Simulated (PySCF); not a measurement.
C$_{5}$H$_{8}$BFO$_{2}$: excited-state calculation

C$_{5}$H$_{8}$BFO$_{2}$, computed with TDDFT PBE0/def2-SVPD, vertical, gas phase, core orbitals frozen in the response (PySCF 2.14.0).

The geometry comes from this level: PBE0-D3(BJ)/def2-SVP. It belongs to a series of runs on one base structure; here: constitutional isomer.

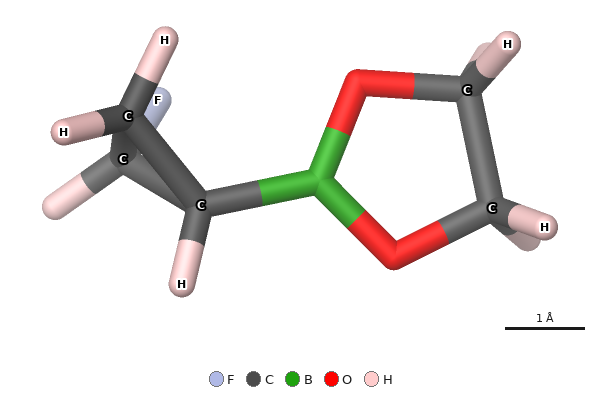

The structure as given in the input (stick view, seen on its broad side). Bond lengths as drawn: B–C 1.55 Å, B–O 1.37 Å, C–C 1.47 to 1.54 Å, C–F 1.36 Å, C–H 1.09 to 1.10 Å and C–O 1.42 Å.

## Input
```
{"job": {"kind": "uv", "xc": "PBE0", "basis": "def2-SVPD", "ip": true, "dynamic": false}, "charge": 0, "multiplicity": 1}
F     -1.792020     0.222404    -1.571310
C     -2.237457    -0.446507    -0.477517
C     -2.351320     0.274220     0.803712
C     -1.259677    -0.774030     0.612930
B      0.208689    -0.292158     0.471981
O      0.559657     0.998376     0.197418
C      1.970612     1.071082     0.111739
C      2.464390    -0.359966     0.419423
O      1.286227    -1.119748     0.621025
H     -2.985985    -1.198466    -0.748980
H     -2.014164     1.314315     0.807839
H     -3.194426     0.050406     1.462403
H     -1.399862    -1.748176     1.091323
H      2.345063     1.811767     0.836466
H      2.259828     1.408727    -0.896425
H      3.090416    -0.406212     1.325249
H      3.042337    -0.793913    -0.412120
```

The first line tells a small driver script what to run in PySCF; the rest is the geometry in Å.

Launched with:
```bash
OMP_NUM_THREADS=1 python <driver script> task.json out
```

## The program's output
```
coarse grid: 14736 points
cycle   1  E = -469.5096851019  dE =  1.455e+00  |g| = 8.150e-01  |ddm| = 7.074e+00
cycle   2  E = -469.3736230067  dE =  1.361e-01  |g| = 1.195e+00  |ddm| = 2.607e+00
cycle   3  E = -469.6354520016  dE = -2.618e-01  |g| = 7.929e-02  |ddm| = 1.537e+00
cycle   4  E = -469.6365011744  dE = -1.049e-03  |g| = 3.661e-02  |ddm| = 1.604e-01
cycle   5  E = -469.6368156058  dE = -3.144e-04  |g| = 6.921e-03  |ddm| = 7.128e-02
cycle   6  E = -469.6368258728  dE = -1.027e-05  |g| = 1.879e-03  |ddm| = 1.835e-02
cycle   7  E = -469.6368266875  dE = -8.148e-07  |g| = 3.379e-04  |ddm| = 4.121e-03
final grid: 144248 points
cycle   8  E = -469.7147555416  dE = -4.230e-05  |g| = 1.169e-02  |ddm| = 1.732e-01
cycle   9  E = -469.7147269048  dE =  2.864e-05  |g| = 1.710e-02  |ddm| = 3.568e-02
cycle  10  E = -469.7147836305  dE = -5.673e-05  |g| = 1.109e-03  |ddm| = 2.013e-02
cycle  11  E = -469.7147839055  dE = -2.750e-07  |g| = 1.947e-04  |ddm| = 1.881e-03
cycle  12  E = -469.7147839127  dE = -7.184e-09  |g| = 5.908e-05  |ddm| = 5.488e-04
cycle  13  E = -469.7147839131  dE = -4.378e-10  |g| = 3.848e-05  |ddm| = 1.494e-04
cycle  14  E = -469.7147839134  dE = -2.799e-10  |g| = 4.585e-06  |ddm| = 5.677e-05
```

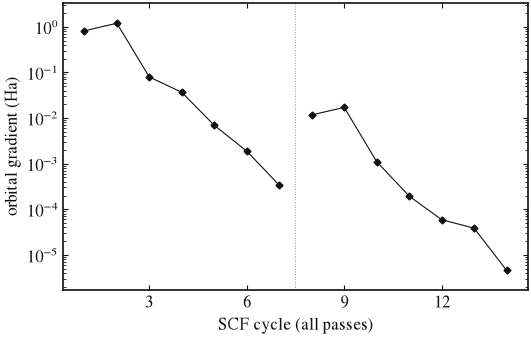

Convergence of the self-consistent field: orbital gradient against the SCF cycle. The dotted line marks the change from a coarse to the final integration grid. The first 7 cycles use a coarse grid, the final grid takes over at cycle 8, and the field converges after 14 cycles in all.

```
converged SCF energy = -469.7147839134

Static polarisability (au): isotropic 74.659, principal 64.262 69.317 90.398

Singlet excitations
state   eV       nm        f      main configurations
  1   7.1395    173.7   0.00015   H->L 0.94
  2   7.5987    163.2   0.00493   H-1->L 0.57, H-1->L+1 0.19, H->L+1 0.14
  3   7.6798    161.4   0.04034   H->L+1 0.78, H-1->L 0.11
  4   7.7863    159.2   0.05895   H-1->L+1 0.73, H-1->L 0.22
  5   7.9398    156.2   0.00159   H->L+2 0.47, H->L+3 0.40
  6   7.9489    156.0   0.03031   H-2->L 0.56, H-2->L+1 0.20
  7   8.0525    154.0   0.03235   H-2->L+1 0.57, H-1->L+2 0.24
  8   8.0901    153.3   0.08210   H-1->L+2 0.32, H-2->L 0.27, H-2->L+1 0.16
  9   8.3221    149.0   0.00509   H->L+4 0.29, H->L+2 0.28, H->L+3 0.21
 10   8.3907    147.8   0.01430   H->L+4 0.53, H->L+3 0.18, H->L+2 0.10

Triplet excitations (Tamm-Dancoff, eV): 6.9008 6.9908 7.1547 7.5107
Vertical ionisation energy (delta-SCF) = 9.8569 eV
```

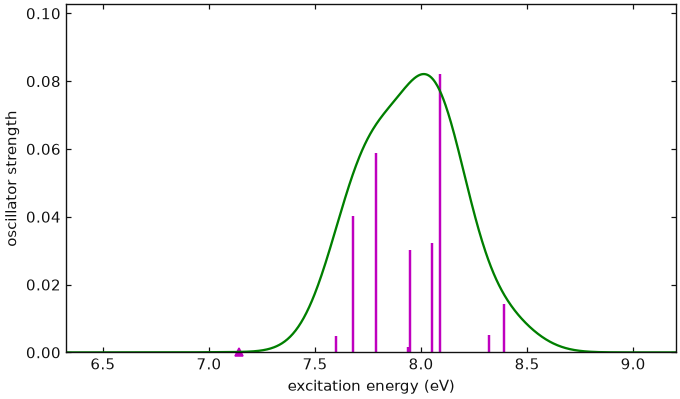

Computed excitations as sticks (degenerate states added up, dark ones marked on the axis), with a Gaussian envelope of 0.35 eV full width at half maximum, scaled to the tallest. Of the 10 states the lowest lies at 7.14 eV (f = 0.000); the strongest line is at 8.09 eV, or 153 nm (f = 0.082).

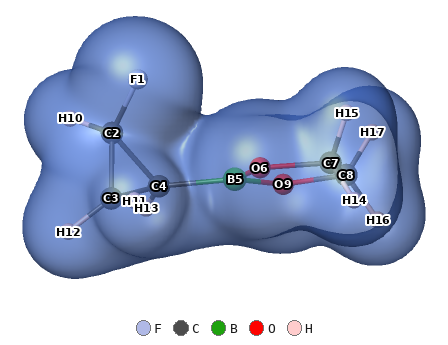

Isosurface of the electron density at 0.05 e/Å³ (blue), seen from the side. At this value the surface is in one piece. On the grid the lowest density along these lines, outside the cores, is 1.7 e/Å³ (C–F, 1.36 Å), 1.5 e/Å³ (B–O, 1.37 Å), 1.7 e/Å³ (C–O, 1.42 Å) and 1.7 e/Å³ (C–C, 1.47 Å).

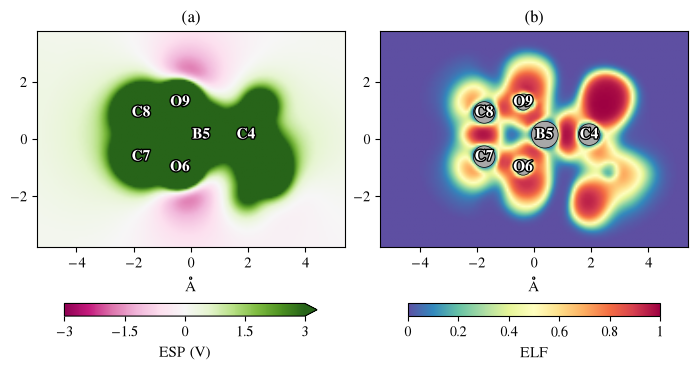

(a) molecular electrostatic potential; (b) electron localisation function on the plane of atoms C4, B5 and O9. Grey discs, where drawn, cover atomic cores. Atoms in the plane: C, B and O. C–B (1.55 Å): the ELF peaks at about 1 between the atoms (a covalent bond).

## Results in brief

| quantity | value |
| --- | --- |
| outcome | converged |
| total energy | −469.714784 hartree |
| HOMO | −8.00 eV |
| LUMO | 0.40 eV |
| dipole moment | 1.65 D |
| mean polarisability | 74.66 a.u. |
| vertical ionisation energy | 9.86 eV |
| lowest singlet excitation | 7.14 eV |
| hardware | 1 CPU thread, shared host |
| wall time | 6 min |
| peak memory | 1.1 GiB |
